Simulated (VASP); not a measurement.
Band structure of MgH2 (rutile). Computed with r2SCAN+rVV10, VASP's PBE PAW potentials (set 64) (plane waves; VASP).

The path is coarsely sampled, so an indirect gap can come out somewhat too large.

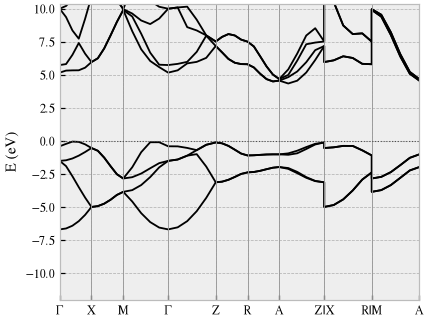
Figure: Bands along high-symmetry lines, zero at the valence-band maximum or, without a gap, the Fermi level

Problem. Read the plot: is there a gap, and where are the band edges?

Solution. The gap is indirect, 4.36 eV, from the valence maximum at (0.17, 0.17, 0.00) to the conduction minimum at A-Z at 0.20.

The compound is MgH2 in the rutile structure. It was relaxed first.
